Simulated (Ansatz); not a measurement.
VBiO4 (scheelite type, space group I4_1/a)

```xyz
12
Lattice="-2.5607 2.5607 5.8106 2.5607 -2.5607 5.8106 2.5607 2.5607 -5.8106" Properties=species:S:1:pos:R:3 pbc="T T T"
Bi     0.0000     2.5607     2.9053
Bi     0.0000     0.0000     0.0000
V      2.5607     0.0000     2.9053
V      0.0000     0.0000     5.8106
O      3.2731    -1.2750     3.8203
O      1.8483     1.2750     3.8203
O      1.2750     0.7124     6.7256
O      1.2858     1.8483     0.9150
O     -0.7124     1.2750     4.8956
O      3.2731     1.2858    -0.9150
O      1.2858    -0.7124     1.9903
O      3.8357     0.7124     1.9903
```

Equation-of-state scan: isotropic scaling of the cell above, V₀ being its volume. The atoms relax within the cell's symmetry.

Computed with r2SCAN (plane waves to 500 eV, PAW, scalar-relativistic; Ansatz, a program for electronic structure). k mesh 7×7×7 (Γ-centred), Fermi-Dirac smearing 0.05 eV. The energy includes the smearing's −TS. Compression counts positive. With the shape held, the modulus is that of even scaling; a crystal free to change shape is softer. Spin-orbit coupling is left out, though Bi is heavy. This is one of several known forms of VBiO4; the measured ambient cells at hand have space group No. 15 or 60. VBiO4 is run without spin polarisation. VBiO4 was relaxed with its symmetry unable to fall. The zero of ΔE is the relaxed starting cell.

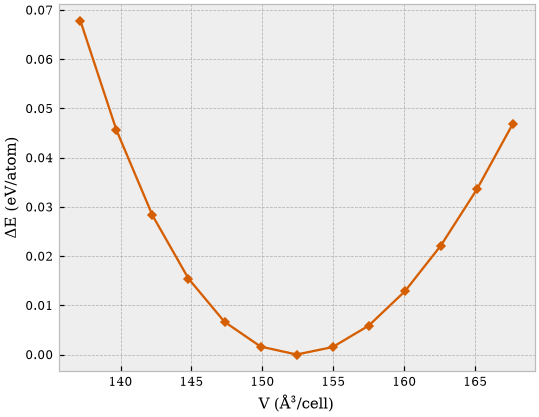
ΔE (eV/atom) against V (Å³/cell); one marker a computed point.

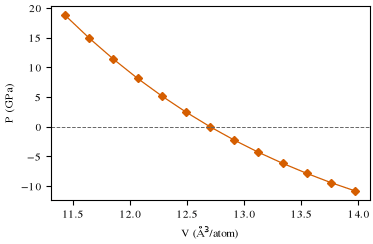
Figure: P (GPa) against V (Å³/atom); computed points joined by lines.

The pressure for 5 % compression (fit) is 8.1 GPa and the bulk modulus at fixed cell shape B₀ (third-order Birch-Murnaghan fit) is 141 GPa. The energy cost of the largest expansion is 46.9 meV/atom and the energy cost of the largest compression is 67.8 meV/atom. The equilibrium volume of the fit is 12.70 Å³/atom.

P = (3B₀/2)(x⁷ − x⁵)[1 + ¾(B₀′ − 4)(x² − 1)] with x = (1/0.95)^(1/3), B₀ = 141 GPa and B₀′ = 4.49.

(Under strain, the slope of the energy per volume gives the stress and its curvature an elastic modulus.)
